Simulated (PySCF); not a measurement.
C4H10O2Si, SMILES C(=C)[SiH](O)OCC at its GFN2-xTB optimised geometry (Å):

```
17

Si    -0.6770    -1.1009     0.0000
O     -1.3433    -1.8989    -1.2593
C      1.2014    -1.1009     0.0000
C      1.9279    -2.1639    -0.3031
O     -0.9873     0.4943     0.0000
C     -2.2345     1.1287    -0.0647
C     -2.0446     2.5958    -0.4191
H     -1.3207    -1.8201     1.0934
H     -1.0363    -1.7708    -2.1536
H      1.7114    -0.1896     0.2826
H      1.4661    -3.0976    -0.5822
H      3.0077    -2.1605    -0.2892
H     -2.7315     1.0345     0.9086
H     -2.8655     0.6334    -0.8128
H     -3.0077     3.0976    -0.4563
H     -1.5582     2.6852    -1.3871
H     -1.4189     3.0777     0.3274
```

Level of theory: B3LYP/def2-SVP in PySCF 2.14.0. Cells within 0.4 Å of a nucleus heavier than hydrogen are left out (blank, or x).

Map of the HOMO amplitude (bohr^(-3/2)) on the plane z = 0.0 Å; orbital energy -7.62 eV, overall sign arbitrary:

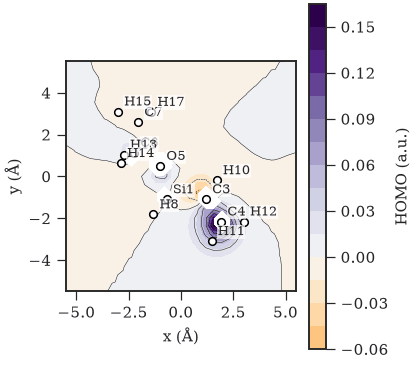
HOMO amplitude (bohr^(-3/2)) on the plane z = 0.0 Å.
